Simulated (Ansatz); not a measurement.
# SiCl2OF (SMILES [O][Si](F)(Cl)Cl) at U-r2SCAN0/cc-pVDZ

What is the vertical ionisation energy of SiCl2OF at U-r2SCAN0/cc-pVDZ? 

Program for the calculation: Ansatz 0.2.0.

73 further runs of the same task are left out: 9 that didn't finish, 64 set aside as unsound or not needed.

## Step 1: Starting point

SiCl2OF has 5 atoms, charge 0, and is taken as a doublet. SMILES: `[O][Si](F)(Cl)Cl`. The shape is that of a PBE0-D4/def2-TZVP optimisation.

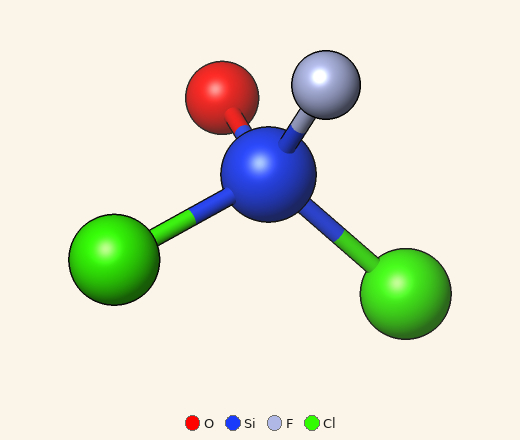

The structure, seen from a chosen angle (oxygen red, silicon blue, fluorine light blue, chlorine green).

## Step 2: The energy at U-r2SCAN0/cc-pVDZ

The input, in.yaml:

```yaml
crystal:
  periodic: [false, false, false]
  atoms:
    - {symbol: O, position_ang: [1.205200, -1.120900, 0.351000]}
    - {symbol: Si, position_ang: [0.002000, -0.037300, 0.071900]}
    - {symbol: F, position_ang: [-0.944500, 0.175500, 1.311100]}
    - {symbol: Cl, position_ang: [-1.088600, -0.815800, -1.428500]}
    - {symbol: Cl, position_ang: [0.875700, 1.725000, -0.347000]}
basis:
  gaussian: {orbitals: cc-pVDZ}
magnetization: {spin_polarized: true, initial_magnetization: 1}
hamiltonian: {xc: {name: r2SCAN0}}
accuracy: high
output: {orbitals: {seedname: orbitals}}
```

Command:

```console
ansatz run in.yaml --threads 1 --pin off --max-ram 3480MiB --events-out events.jsonl --progress --plain --runs-dir runs
```

The program printed:

```text
Warning: RAYON_NUM_THREADS=1 ignored (pool sized by the plan → 1); use --threads N
Functional definition: r2SCAN0
  name "r2SCAN0"
  parameter a = 0.25
  parameter k0 = 0.174
  parameter k1 = 0.065
  parameter a1 = 4.9479
  exchange = (1 - a)*r2scan_x(k0 = k0, k1 = k1, a1 = a1) + a*exact_x
  correlation = r2scan_c
1763 factors; integrals over basis functions are off by at most 3.0e-9 eV
mean field evaluation 1: about -37673.2642 eV, gradient 4.6e1 eV
mean field evaluation 2: about -37576.8715 eV, gradient 1.2e2 eV
mean field evaluation 4: about -37683.7812 eV, gradient 1.5e1 eV
mean field evaluation 8: about -37684.7295 eV, gradient 4.8e-1 eV
mean field evaluation 16: about -37684.8932 eV, gradient 3.4e-2 eV
mean field evaluation 32: about -37684.8942 eV, gradient 2.9e-4 eV
mean field -37684.89420607 eV, -1384.8943183343 hartree, gradient 7.4e-8 eV, S^2 0.754026; 2 other end points of the search recorded, 0 dependent functions left out
reference -37684.89420708 eV, -1384.8943183715 hartree; 33, 32 occupied and 49, 50 virtual orbitals, 1763 factors
Total energy: -37684.89420708 eV, -1384.8943183715 hartree
```

Wall time 81 s (1 thread of Arm Neoverse V2, shared host); peak memory 0.62 GiB.

## Step 3: The singlet cation at the same level

Changes to in.yaml since step 2:

```diff
@@ -9,6 +9,9 @@
 basis:
-  gaussian: {orbitals: cc-pVDZ}
-magnetization: {spin_polarized: true, initial_magnetization: 1}
-hamiltonian: {xc: {name: r2SCAN0}}
+  gaussian:
+    orbitals: cc-pVDZ
+hamiltonian:
+  xc: {name: r2SCAN0}
 accuracy: high
-output: {orbitals: {seedname: orbitals}}
+total_charge: 1
+output:
+  orbitals: {seedname: orbitals}
```

Command:

```console
ansatz run in.yaml --threads 1 --pin off --max-ram 3480MiB --events-out events.jsonl --progress --plain --runs-dir runs
```

The program printed, shortened:

```text
Warning: RAYON_NUM_THREADS=1 ignored (pool sized by the plan → 1); use --threads N
[... 8 set-up lines as earlier in the session ...]
1762 factors; integrals over basis functions are off by at most 3.0e-9 eV
mean field evaluation 1: about -37650.1326 eV, gradient 9.0e1 eV
mean field evaluation 2: about -37468.6763 eV, gradient 2.1e2 eV
mean field evaluation 4: about -37658.7761 eV, gradient 6.9e1 eV
mean field evaluation 8: about -37670.8553 eV, gradient 6.8e0 eV
mean field evaluation 16: about -37671.1796 eV, gradient 5.0e-2 eV
mean field evaluation 32: about -37671.1800 eV, gradient 3.2e-5 eV
mean field evaluation 64: about -37671.1044 eV, gradient 1.5e0 eV
mean field -37671.17999793 eV, -1384.3903304811 hartree, gradient 3.2e-8 eV, S^2 0.000000; 4 other end points of the search recorded, 0 dependent functions left out
reference -37671.17999839 eV, -1384.3903304978 hartree; 32, 32 occupied and 50, 50 virtual orbitals, 1762 factors
Total energy: -37671.17999839 eV, -1384.3903304978 hartree
```

Run time: 32 s. Hardware: 1 thread of Arm Neoverse V2, shared host; peak memory 0.34 GiB.

## Step 4: Results

Level: U-r2SCAN0/cc-pVDZ.

| quantity | value |
| --- | --- |
| doublet SiCl2OF: total energy | -1384.89432 Eh |
| doublet SiCl2OF: HOMO energy (highest over α and β) | -10.08 eV |
| doublet SiCl2OF: LUMO energy (lowest over α and β) | -5.16 eV |
| doublet SiCl2OF: ⟨S²⟩ | 0.754 |
| singlet cation: total energy | -1384.39033 Eh |
| singlet cation: HOMO energy | -16.86 eV |
| singlet cation: LUMO energy | -15.04 eV |
| singlet cation: HOMO–LUMO gap | 1.82 eV |
| vertical ionisation energy (to the singlet cation) | 13.714 eV |

Removing an electron at fixed nuclei costs 13.71 eV (1323 kJ/mol). Only the singlet of the ionised species was computed; a triplet could lie lower.
